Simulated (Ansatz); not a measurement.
## Y: optical spectrum from first principles

What colour and refractive index does Y have at this level of theory?

Main program and level: Ansatz 0.2.0; DFT, r2SCAN, plane-wave PAW, default files, scalar-relativistic, independent-particle optical response without local fields.

### 1. Starting point

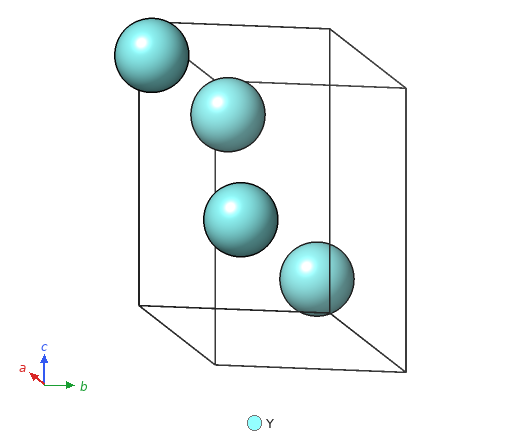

The starting structure, seen from a free direction (yttrium teal). 2×1×1 cells are drawn.

Coordinates:

```cif
data_structure
_symmetry_space_group_name_H-M 'P 1'
_symmetry_Int_Tables_number 1
_cell_length_a 3.6474
_cell_length_b 3.6474
_cell_length_c 5.7306
_cell_angle_alpha 90.000
_cell_angle_beta 90.000
_cell_angle_gamma 120.000
_cell_volume 66.02
loop_
_atom_site_label
_atom_site_type_symbol
_atom_site_fract_x
_atom_site_fract_y
_atom_site_fract_z
_atom_site_occupancy
Y1 Y 0.66667 0.33333 0.75000 1
Y2 Y 0.33333 0.66667 0.25000 1
```

### 2. Ground state and bands

First the ground state: is it a metal or has it a gap?

This step: DFT, r2SCAN, plane-wave PAW, default files, scalar-relativistic, ground state (Ansatz 0.2.0).

Contents of input.yaml:

```yaml
crystal:
  lattice:
    - [3.6474, 0.0, 0.0]
    - [-1.8237, 3.1587410578, 0.0]
    - [0.0, 0.0, 5.7306]
  atoms:
    - { symbol: "Y", position: [0.6666666667, 0.3333333333, 0.75] }
    - { symbol: "Y", position: [0.3333333333, 0.6666666667, 0.25] }
kpoints:
  mp_grid: { grid: [8, 8, 4] }
  band_path:
    path:
      - [[0.0, 0.0, 0.0], [0.5, 0.0, 0.0], [0.33333333, 0.33333333, 0.0], [0.0, 0.0, 0.0], [0.0, 0.0, 0.5], [0.5, 0.0, 0.5], [0.33333333, 0.33333333, 0.5], [0.0, 0.0, 0.5]]
      - [[0.5, 0.0, 0.5], [0.5, 0.0, 0.0]]
      - [[0.33333333, 0.33333333, 0.0], [0.33333333, 0.33333333, 0.5]]
    npoints: 5
scf:
  occupations: { method: fermi_dirac, width: 0.05 }
  n_extra_bands: 6
hamiltonian:
  xc: r2scan
  pseudopotentials: { kind: paw }
output:
  forces: true
  stress: true
  populations: true
  write_bands: true
```

The run is started by

```
$ ansatz run input.yaml --threads 4 --pin off --max-ram 8192MiB --backend cpu --events-out ev --progress --plain --runs-dir out
```

Numbers of over 12 decimals in the logs are rounded to 6 here.

Output:

```text
scf.n_extra_bands = 6 over 11 filled bands (N_el = 22.0): the run solves 17 bands
Engine: ansatz 0.2.0, x86_64-unknown-linux-gnu
Pseudopotentials: kind: paw
Pseudopotential: Y, paw, valence charge 11, recommended cutoff 500 eV (meta_gga), Y.paw.azcp
Functional definition: r2SCAN
  parameter k0 = 0.174
  parameter k1 = 0.065
  parameter a1 = 4.9479
  exchange = r2scan_x(k0 = k0, k1 = k1, a1 = a1)
  correlation = r2scan_c
Crystal: 2 atoms, lattice volume = 66.023 Å³
Basis set: ecut = 500 eV, 1701 PW (Γ), exchange–correlation on 108×108×180 points (64 copies of the dense FFT grid, shifted against one another)
Bands: 17, of which v1, the nominal top of the filled ones, is band 11 counted from 1 (10 counted from 0)
Symmetry: 24 space group operations
Space group: P63/mmc (ITA 194), of the structure as read, at distance tolerance 4.0e-5 Å
k-points: 30 of 256
Non-local potential: Y, projectors of the file, l = 0: 3, l = 1: 2, l = 2: 2, l = 3: 1
PAW form: soft (Blöchl's): semilocal exchange-correlation on the pseudo side does not see the compensation charge
PAW frozen core: Y, regenerated for the run's functional (the file was generated under x = pbe(κ = 0.804, μ = 0.219515), c = pbe(β = 0.066725))
PAW one-centre angular grid: Y, 590 points (default); XC on 160 Gauss nodes
Initial density: superposition of atomic densities (neutral atoms: chi_scale 0, normalization atom), corrected by the library's trained network
Initial wavefunctions: pseudopotential atomic-orbital guess
Functional: x = r2scan, c = r2scan; τ floored in thin density (d = 2e-4 eV/Å³)
SCF iter   1: F=—  HF=-7719.378329 eV  |F-HF|=—  |Δ(HF+E_count)|=         —  Δρ=5.24e-3  dr2=1.72e-2  dr2_τ=3.31e-3  ethr=1.77e-3  ⟨swp⟩=5.6  Hψ=2360  notcnv=0  defer=1
preconditioner: auto → Kerker (q_TF=auto, 2.272 Å⁻¹)  [metal: Δε(μ)=0.044 eV  Ē_g=3.650 eV  σ=0.050 eV  W_gap=0.22  n_scr=22 (ndim 8)  ℏωp=11.2 eV  f_vac=0.000  D(μ)=3.24/eV (n_scr^D=34)]
SCF iter   2: F=—  HF=-7719.430492 eV  |F-HF|=—  |Δ(HF+E_count)|=   5.22e-2  Δρ=3.52e-3  dr2=8.09e-3  dr2_τ=2.16e-4  ethr=7.83e-5  ⟨swp⟩=2.6  Hψ=1194  notcnv=0  defer=14
SCF iter   3: F=—  HF=-7719.432000 eV  |F-HF|=—  |Δ(HF+E_count)|=   1.51e-3  Δρ=5.49e-4  dr2=2.04e-4  dr2_τ=5.26e-5  ethr=3.68e-5  ⟨swp⟩=2.1  Hψ=892  notcnv=0  defer=14
SCF iter   4: F=—  HF=-7719.432176 eV  |F-HF|=—  |Δ(HF+E_count)|=   1.75e-4  Δρ=1.82e-4  dr2=1.30e-5  dr2_τ=1.17e-6  ethr=9.27e-7  ⟨swp⟩=2.1  Hψ=776  notcnv=0  defer=14
SCF iter   5: F=—  HF=-7719.432174 eV  |F-HF|=—  |Δ(HF+E_count)|=   1.68e-6  Δρ=1.68e-5  dr2=1.01e-7  dr2_τ=4.83e-8  ethr=5.92e-8  ⟨swp⟩=2.1  Hψ=599  notcnv=0  defer=14
SCF iter   6: F=-7719.432174 eV  HF=-7719.432174 eV  |F-HF|=3.58e-9  |Δ(HF+E_count)|=   2.95e-7  Δρ=3.92e-6  dr2=1.09e-8  dr2_τ=1.29e-9  ethr=4.55e-10  ⟨swp⟩=6.5  Hψ=2145  notcnv=0
SCF 1 converged in 6 iterations: F = -7719.432174 eV  dr2 = 1.09e-8
  greatest PAW one-centre occupation: 0.996 electrons in one spin orbital (limit 2), on the Y atom at site 1 (counted from 0), in its partial waves of l = 0
NSCF: frozen V_eff on 48 k-points
SCF converged after 6 iterations
Free energy (F): -7719.432174 eV
Harris-Foulkes:  -7719.432174 eV  (|F-HF|=3.58e-9)
Internal energy: -7719.404919 eV  (E = F + TS)
E sigma→0 (E₀):  -7719.418547 eV
Entropy (-TS):   -0.027256 eV (-13.628 meV/atom)
Fermi energy:    9.323375 eV
--- Per-component energies (eV) ---
  E_band       = -261.405036
  E_kinetic    = 607.789926
  E_local      = -1228.944301  (includes V_loc(G=0)·N_el)
  E_nonlocal   = 99.699639
  E_hartree    = 388.596689
  E_xc         = -334.592866
  E_vxc        = -442.125905  (∫ρ·V_xc dr)
  E_paw        = -5683.296989  (= ΣΔE_a)
  E_vpaw       = -99.208635  (= ΣTr[D̂ρ^β])
  E_aug_tail   = 0.000006  (compensation charges beyond the density's cutoff)
  E_vtau       = 24.190686  (kinetic-family band-sum trace: ∫τ·v_τ [+ j·A + Jᵃ·Aᵃ] dr)
  E_ewald      = -1568.349115
  E_core_change = -0.307907  (= ΣΔE_core)
  E_smearing   = -0.027256  (= −TS)
  E_closure    = -0.000000  (closes the sum)
  Σ components = -7719.432174   (vs F -7719.432174, Δ=0.00e0)
--- Forces (eV/Å), atoms counted from 1 ---
  atom   1  Y      0.00000000     0.00000000     0.00000000
  atom   2  Y      0.00000000    -0.00000000    -0.00000000
  max |Σ_I F_I| component: 1.85e-17 eV/Å
--- Stress (GPa, compression-positive) ---
        1.025356      -0.000000       0.000000
       -0.000000       1.025356      -0.000000
        0.000000      -0.000000      -0.126553
  P = ⅓ Tr σ = 0.6414 GPa (6.414 kbar)
--- Band table (eV; the first three rows and the last of 30) ---
  k-point 0: bands = [... 7 lower, -13.9107, 4.3929, 7.4201, 10.0610, 11.2840, 11.2840, 11.6127, 11.9418, ... 2 higher]
  k-point 1: bands = [... 7 lower, -13.9540, 4.8078, 7.0247, 9.9352, 11.1444, 11.1444, 11.1949, 11.6291, ... 2 higher]
  k-point 2: bands = [... 7 lower, -13.9856, 5.8846, 5.8846, 10.3630, 10.3630, 11.2176, 11.2176, 11.2176, ... 2 higher]
  k-point 29: bands = [... 7 lower, -14.0154, 8.4672, 8.4672, 9.4689, 9.4689, 9.6570, 9.6570, 12.3134, ... 2 higher]
--- Löwdin populations: 2 sites ---
  site symbol       q [e]
     0      Y     10.9196
     1      Y     10.9196
  spilling = 0.007307 (of n_electrons = 22.000000)
```

Run time: 5 s. Hardware: 4 threads of Intel Xeon at 2.50GHz (Skylake/Cascade Lake), shared host; peak memory 0.51 GiB.

Read-outs, printed or worked out from the files:

```
free energy         : -7719.4322 eV
Fermi energy        : 9.323 eV
electrons           : 22
symmetry operations : 24
pressure            : 0.6414 GPa
volume              : 66.02 Å³
gap on the path     : 0 eV
```

There are states at the Fermi level within the smearing, so the occupations stay smeared and the carriers get a Drude term. The cell is left with a pressure of 0.6 GPa, as it stands unrelaxed at this level.

Electronic bands along the path, in eV, zero at the Fermi level; # counts the bands kept:

```csv
point,#1,#2,#3,#4,#5,#6
Γ,-4.93,-1.90,0.74,1.96,1.96,2.29
M,-1.72,-1.22,-0.84,-0.22,1.49,1.70
K,-0.71,-0.71,-0.69,-0.54,1.19,1.19
Γ,-4.93,-1.90,0.74,1.96,1.96,2.29
A,-3.44,-3.44,1.04,1.04,1.89,1.89
L,-1.69,-1.69,0.08,0.08,1.39,1.39
H,-0.44,-0.44,-0.29,-0.29,0.36,0.36
A,-3.44,-3.44,1.04,1.04,1.89,1.89
jump to L,-1.69,-1.69,0.08,0.08,1.39,1.39
M,-1.72,-1.22,-0.84,-0.22,1.49,1.70
jump to K,-0.71,-0.71,-0.69,-0.54,1.19,1.19
H,-0.44,-0.44,-0.29,-0.29,0.36,0.36
```

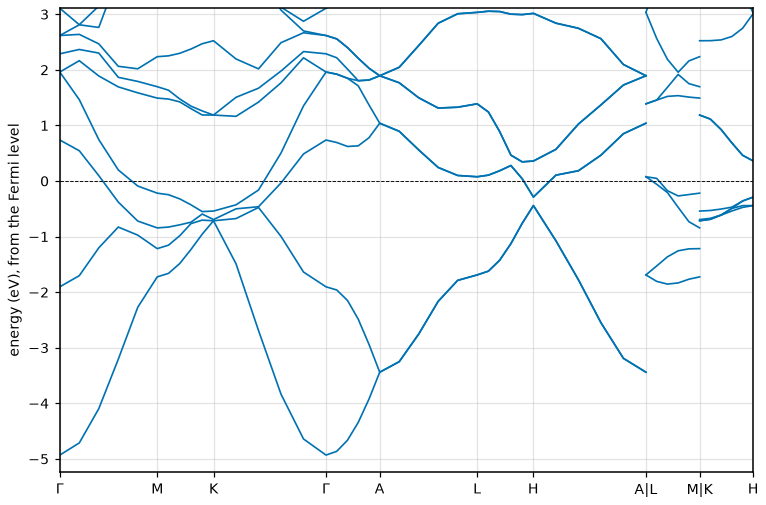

Electronic bands along the path.

### 3. Spectrum

With the density converged, the vertical transitions are summed over the zone.

This step: DFT, r2SCAN, plane-wave PAW, default files, scalar-relativistic, independent-particle optical response without local fields (Ansatz 0.2.0).

input.yaml, the sections that differ from step 2:

```yaml
kpoints:
  mp_grid: { grid: [10, 10, 6] }
scf:
  occupations: { method: fermi_dirac, width: 0.05 }
output:
  optics:
    e_range: [0, 14]
    de: 0.05
    sigma: 0.1
    drude_damping: 0.05
    nscf_kmesh: { grid: [15, 15, 7] }
    bands: { spectra_wanted_up_to: 14 }
# crystal, hamiltonian: as in step 2
```

Output:

```text
[...]
Crystal: 2 atoms, lattice volume = 66.023 Å³
Basis set: ecut = 500 eV, 1701 PW (Γ), exchange–correlation on 108×108×180 points (64 copies of the dense FFT grid, shifted against one another)
Bands: 15, of which v1, the nominal top of the filled ones, is band 11 counted from 1 (10 counted from 0)
Symmetry: 24 space group operations
[...]
k-points: 56 of 600
[...]
SCF iter   1: F=—  HF=-7719.372607 eV  |F-HF|=—  |Δ(HF+E_count)|=         —  Δρ=5.12e-3  dr2=1.58e-2  dr2_τ=3.21e-3  ethr=1.77e-3  ⟨swp⟩=4.3  Hψ=3750  notcnv=0
[...]
SCF iter   9: F=-7719.426366 eV  HF=-7719.426366 eV  |F-HF|=4.55e-12  |Δ(HF+E_count)|=  3.91e-11  Δρ=5.27e-8  dr2=1.82e-12  dr2_τ=8.09e-14  ethr=1.00e-12  ⟨swp⟩=2.4  Hψ=1713  notcnv=0
SCF 1 converged in 9 iterations: F = -7719.426366 eV  dr2 = 1.82e-12
[...]
NSCF: frozen V_eff on 108 k-points
output.optics: what the bands over the 36 summed would add to eps1, eps2 and the energy-loss function is held between a lower and an upper bound (9 Lanczos steps). eps1, eps2 and their loss function (loss_summed_bands) are given on every row as the summed bands alone make them. Along an axis, on a row where the two bounds hold the loss function to about 1 % of the greater of itself and 0.5 % of |1/eps|, its cell (loss_completed) is given, with the completed eps1 and eps2 that it is formed of (a cell that is left empty reads nan in the table and null in the record). The two bounds hold it so along every axis on all 280 rows up to 14.000 eV. [rest of the remark cut]
SCF converged after 9 iterations
Free energy (F): -7719.426366 eV
[...]
Internal energy: -7719.397216 eV  (E = F + TS)
E sigma→0 (E₀):  -7719.411791 eV
Entropy (-TS):   -0.029149 eV (-14.575 meV/atom)
Fermi energy:    9.308559 eV
[...]
--- Band table (eV; the first three rows and the last of 56) ---
  k-point 0: bands = [... 7 lower, -13.9112, 4.3924, 7.4209, 10.0603, 11.2883, 11.2883, 11.6126, 11.9465]
  k-point 1: bands = [... 7 lower, -13.9403, 4.5801, 7.2545, 9.9640, 11.1997, 11.1997, 11.4169, 11.7871]
  k-point 2: bands = [... 7 lower, -13.9566, 5.1115, 6.6978, 9.9896, 10.9234, 11.1289, 11.1289, 11.4732]
  k-point 55: bands = [... 7 lower, -14.0122, 8.5858, 8.5858, 9.3019, 9.3019, 9.7101, 9.7101, 12.2880]
```

Run time: 1.9 min. Hardware: 4 threads; peak memory 1.3 GiB; 7 min of CPU time.

Numbers from this step:

| Quantity | Value |
| --- | --- |
| main peak of the optical conductivity above 1 eV, first axis | 7.815 eV |
| Drude plasma energy, first axis | 3.204 eV |
| bands summed | 36 |
| spectra valid up to | 20.28 eV |
| program's estimate of the k-sum error in Im epsilon | 0.16 % |
| electrons in the f-sum | 19.82 |

The Im ε has structure finer than the step of the table below, so its rows give means over 0.5 eV, whole bins alone (the curve runs from 0.3 to 14 eV). Peaks (eV: height): E ∥ x or y 1.20: 25.7, 1.90: 23.8, 7.80: 6.07; E ∥ z 1.70: 27.4.

Table of Im ε by photon energy; means over each step:

```csv
photon energy (eV),E ∥ x or y,E ∥ z
1.0,23.4,10.8
1.5,23.1,19.8
2.0,20.4,22.9
2.5,13.8,20.3
3.0,7.94,11.9
3.5,5.53,5.51
4.0,3.88,4.14
4.5,3.73,2.88
5.0,3.65,3.03
5.5,3.64,2.90
6.0,2.30,2.27
6.5,3.55,1.64
7.0,2.87,1.58
7.5,4.09,3.12
8.0,4.14,3.17
8.5,2.11,2.96
9.0,1.30,1.46
9.5,1.05,0.929
10.0,0.771,0.733
10.5,0.549,0.555
11.0,0.425,0.461
11.5,0.421,0.361
12.0,0.346,0.291
12.5,0.269,0.260
13.0,0.264,0.270
13.5,0.232,0.209
```

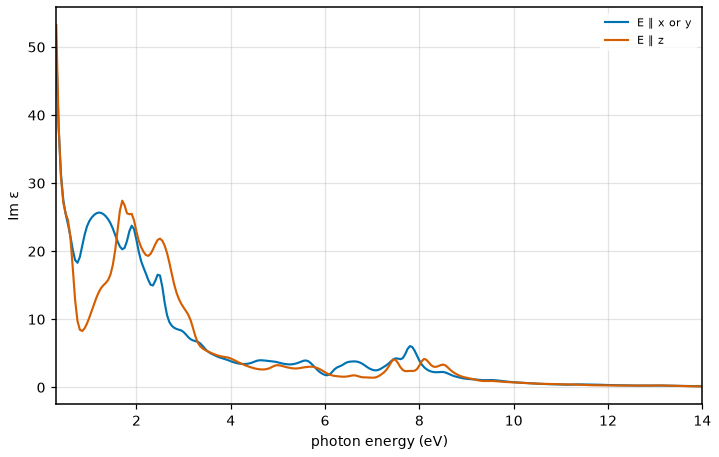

Im ε, plotted against photon energy.

Table of Re ε by photon energy:

```csv
photon energy (eV),E ∥ x or y,E ∥ z
1,9.45,-2.40
2,-4.22,-2.45
3,-4.98,-9.69
4,-2.22,-4.56
5,-0.777,-1.73
6,-0.295,-1.86
7,-0.182,0.256
8,-3.08,0.723
9,-1.51,-1.72
10,-0.863,-0.788
11,-0.306,-0.317
12,-0.00370,0.0321
13,0.286,0.307
14,0.445,0.481
```

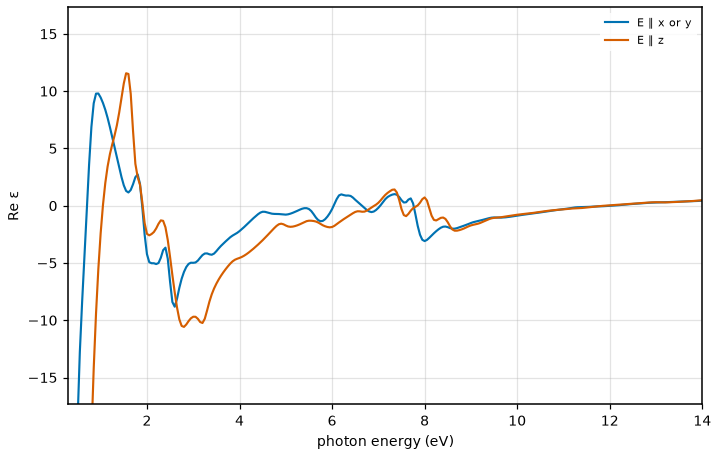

Re ε, plotted against photon energy. Below 1 eV the curve runs off the scale.

(Continued in part 2 of 2.)

[Logs are printed without paths, hosts, clocks, repeated set-up lines and the standing remarks that a program may print on its own settings, such as how far it seeks lower states.]

[Hosts, paths, dates, database ids (printed as entryN), source tags and the programs' standing remarks are cut or masked in the printed files.]
